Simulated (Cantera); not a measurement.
Input: 1 mol AlN, 13 mol O2, equilibrated at 93.0 Pa.

Cantera equilibrium calculation (NASA polynomials, part measured and part estimated; ideal gas, pure solids and liquids). Candidate condensed phases: Al, AlN, Al2O3; 16 gas species. Rates play no part.

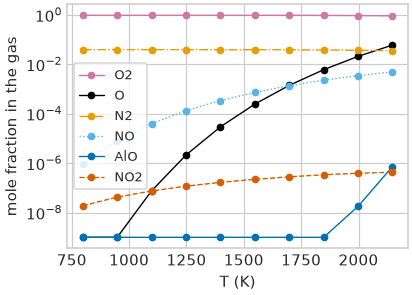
Equilibrium gas composition (values under 1e-9 drawn at 1e-9)

From 798 K to 2148 K the condensed part is Al2O3(s).
